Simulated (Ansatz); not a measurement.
## Electronic structure of CH₄S₂Si (SMILES [SiH2]=CSS) in real space

```xyz
8

Si   -1.0114    1.3419    0.5248
C     0.3603    0.5376   -0.1458
S     1.1834   -0.8116    0.7136
S     0.4536   -2.6643   -0.3622
H    -1.5942    2.5393   -0.1234
H    -1.6010    0.9192    1.8111
H     0.7958    0.8371   -1.0828
H     1.4135   -2.6991   -1.3354
```

The calculation used RKS BHLYP-D4/6-31G (Ansatz 0.2.0).

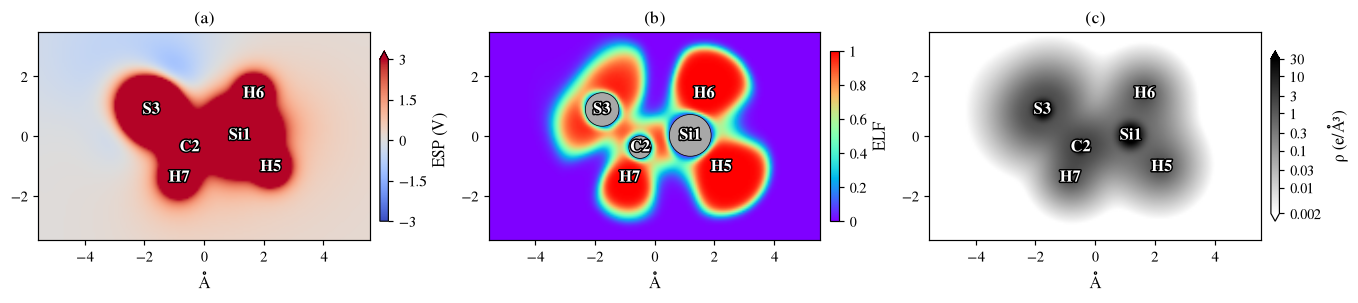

Figure 1. (a) molecular electrostatic potential; (b) electron localisation function; (c) electron density on the plane of atoms C2, Si1 and H5. Grey discs cover the atomic cores in the ELF map.

Question: What do the fields say about this system?

Answer: The plane passes through Si, C, S and H nuclei.
C–Si (1.73 Å): ρ is about 0.99 e/Å³ halfway; the ELF peaks at about 0.90 between the atoms, as expected for a covalent bond.
C–S (1.80 Å): ρ is about 1.1 e/Å³ halfway; the ELF peaks at about 0.85 between the atoms: a covalent bond.
C–H (1.08 Å): ρ is about 1.9 e/Å³ halfway; the ELF climbs to about 1 towards the hydrogen, as it does in any bond to H: an ordinary covalent bond to hydrogen.
Si–H (1.48 Å): the density is about 0.68 e/Å³ at the midpoint; the ELF climbs to about 1 towards the hydrogen.
The ELF also peaks beside S3, away from the bonds: lone-pair regions.
Outside the dense part of the molecule the potential is most negative (−1.1 V) near S3.

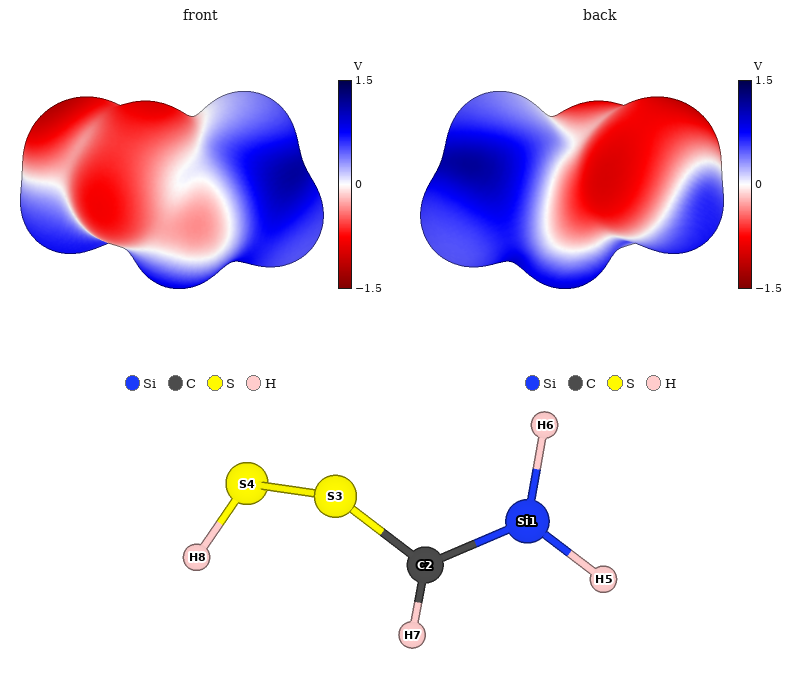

Figure 2. The molecular electrostatic potential painted on the density surface at 0.001 e/bohr³, seen from the front and from behind; the colour scale runs from red (negative) to blue (positive). The bare structure is drawn below in the same view.

Question: Where is the surface potential most negative and most positive?

Answer: The most negative region (about −1.1 V, or −25 kcal/mol for a unit charge) lies over S4, the most positive (about +1.1 V, or +25 kcal/mol for a unit charge) over Si1.

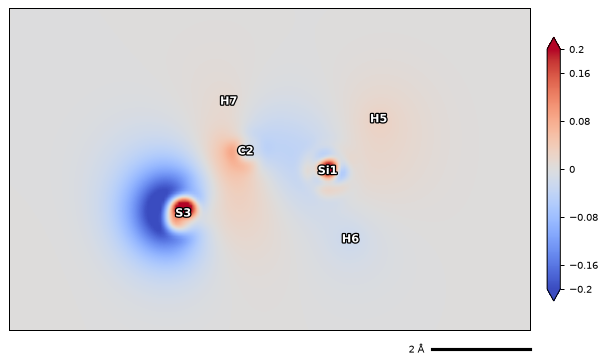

Figure 3. One frontier orbital on the plane of atoms C2, Si1 and H6 (values in Å⁻³ᐟ²; the overall sign is arbitrary).

Question: Which orbital is it: HOMO or LUMO?

Answer: The LUMO, at −1.54 eV. It lies mainly on Si1 (about 35 %), S4 (about 30 %), S3 (about 20 %) and C2 (about 10 %).

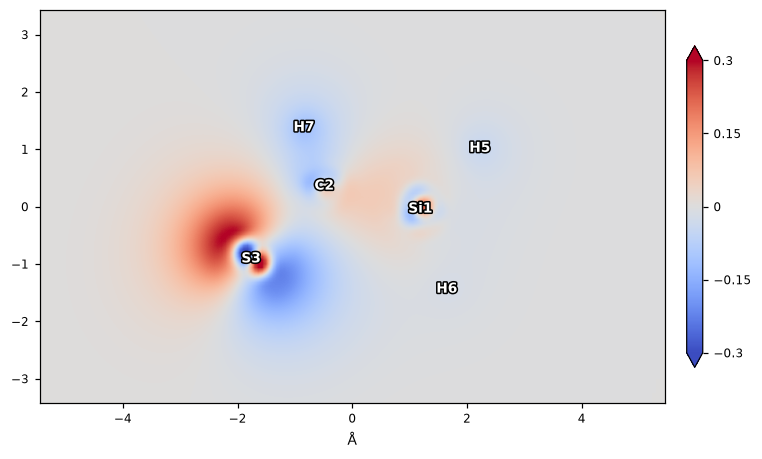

Figure 4. One frontier orbital on the plane of atoms Si1, C2 and H7 (values in Å⁻³ᐟ²; the overall sign is arbitrary).

Question: Which orbital is it: HOMO or LUMO?

Answer: The HOMO, at −7.57 eV. It lies mainly on Si1 (about 30 %), C2 (about 30 %), S3 (about 20 %) and S4 (about 15 %).
